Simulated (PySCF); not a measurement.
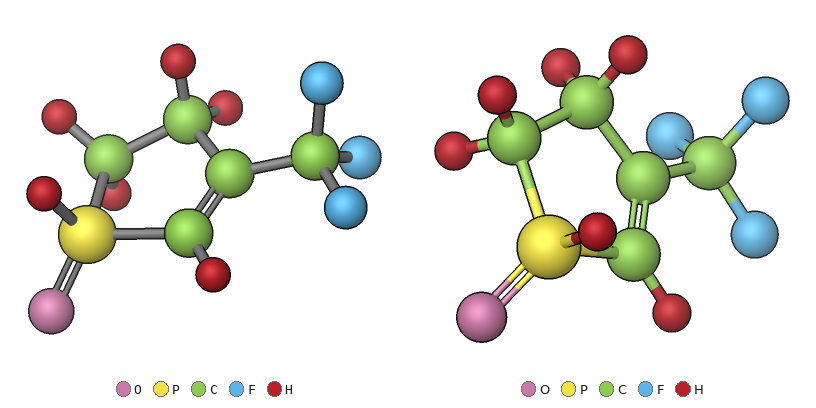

Two views of one molecule.

Computed geometry: PBE0-D3(BJ)/def2-SVP optimisation. No frequency run is at hand to confirm it as a minimum.

**What is the molecular formula?**

C5H6F3OP, 16 atoms: 5 carbon, 6 hydrogen, 3 fluorine, 1 oxygen and 1 phosphorus.

**Does it have rings?**

Independent rings (smallest set): 1 of 5 members.

**How many bonds of each kind are drawn?**

5 C–H, 4 C–C, 3 C–F, 2 C–P, 1 O–P, 1 P–H.

More results for the same structure follow; atom numbers are the same in all pictures, views and colours differ.

### Geometry

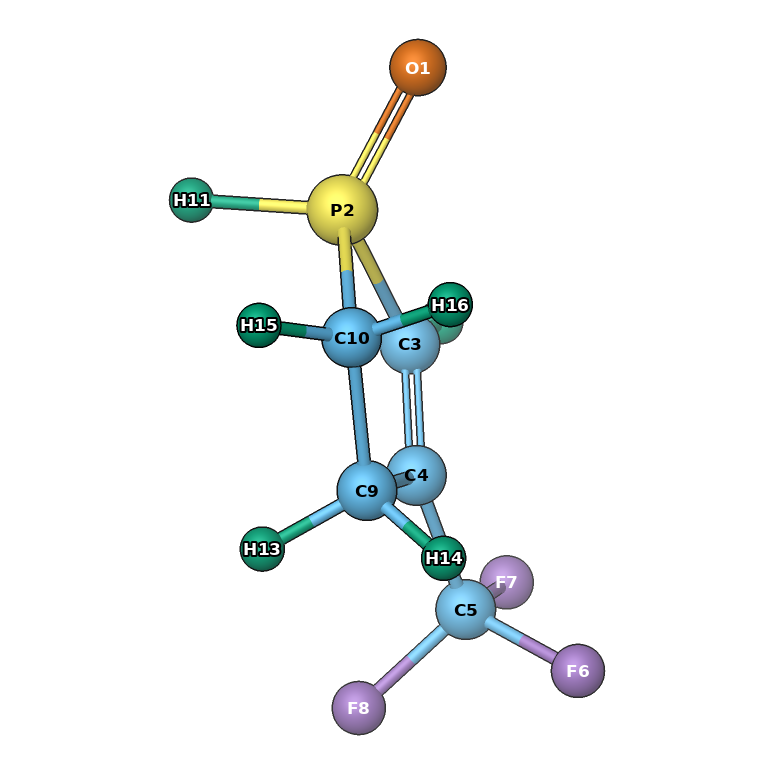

C4 lies behind C9. The molecule seen a little off the C9–C4 bond, C9 in front. Distant atoms are faded towards the background colour. No frequency run is at hand to confirm it as a minimum.

**What is the torsion angle C10–C9–C4–C5? The sign is positive where the front bond must turn clockwise to cover the back bond.**

169°, antiperiplanar (anti).

### Levels of theory compared

No frequency run is at hand to confirm it as a minimum. Program: PySCF 2.14.0.

Compare dipole (D), HOMO energy (eV), HOMO–LUMO gap (eV) at these levels: CAM-B3LYP/pcSseg-1; PBE0/pcSseg-1; PBE0/pcSseg-1 in acetone (IEF-PCM); PBE0/pcSseg-1 in water (IEF-PCM); ωB97X-D/def2-SVPD; ωB97X-D/def2-SVPD in acetone (IEF-PCM).

```tsv
level	dipole (D)	HOMO energy (eV)	HOMO–LUMO gap (eV)
CAM-B3LYP/pcSseg-1	3.41	−9.38	9.03
PBE0/pcSseg-1	3.38	−8.02	6.48
PBE0/pcSseg-1 in acetone (IEF-PCM)	4.44	−7.98	6.81
PBE0/pcSseg-1 in water (IEF-PCM)	4.51	−7.98	6.83
ωB97X-D/def2-SVPD	3.62	−10.00	10.19
ωB97X-D/def2-SVPD in acetone (IEF-PCM)	4.86	−9.96	10.52
```

### Polarisability

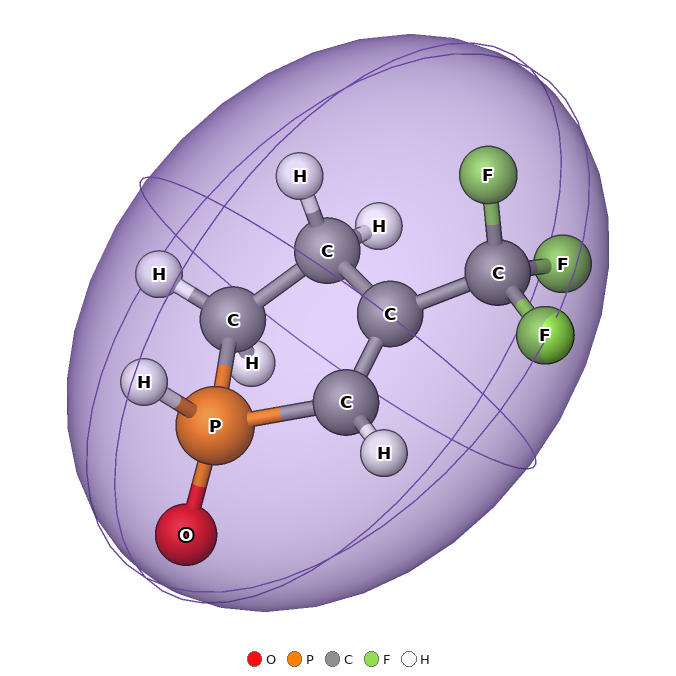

The ellipsoid shows the static dipole polarisability: its half-axes are proportional to the principal values. No frequency run is at hand to confirm it as a minimum. Computed with ωB97X-D/def2-SVPD in acetone (IEF-PCM) (PySCF 2.14.0).

**How large and how anisotropic is the polarisability?**

Principal values 93.5, 105.4, 132.3 bohr³; mean 110.4 bohr³ (16.36 Å³); anisotropy 34.4 bohr³, so the longest axis is 1.42 times the shortest.

### Excitation

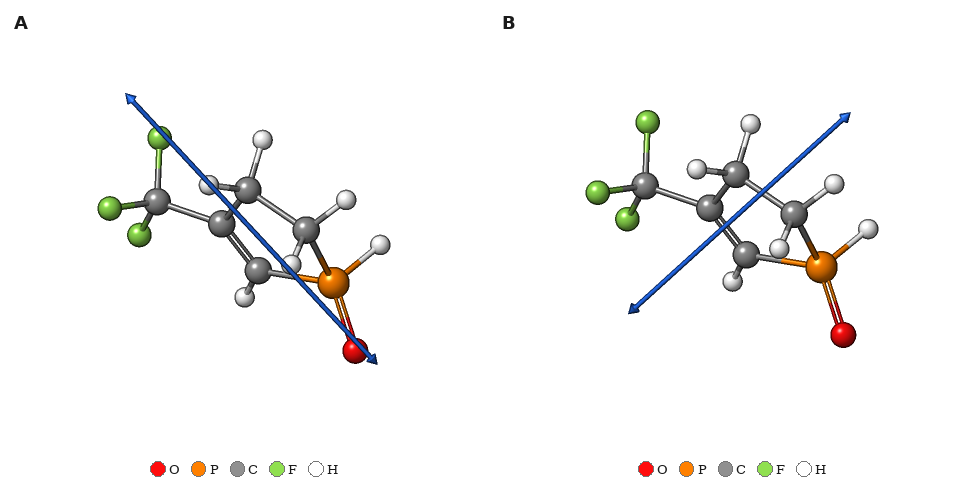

The double arrows show the directions of two transition dipoles from the ground state (lengths mean nothing). No frequency run is at hand to confirm it as a minimum. Level of theory: TDDFT ωB97X-D/def2-SVPD, vertical, IEF-PCM acetone (non-equilibrium linear response), core orbitals frozen in the response (PySCF 2.14.0).

**One belongs to singlet state 3 and one to singlet state 5. Which is which?**

A: state 3, 6.82 eV (182 nm), oscillator strength 0.29, mainly HOMO−2 → LUMO (weight 0.89).
B: state 5, 7.96 eV (156 nm), oscillator strength 0.020, of mixed character, with the largest part HOMO−1 → LUMO+2 (weight 0.45).
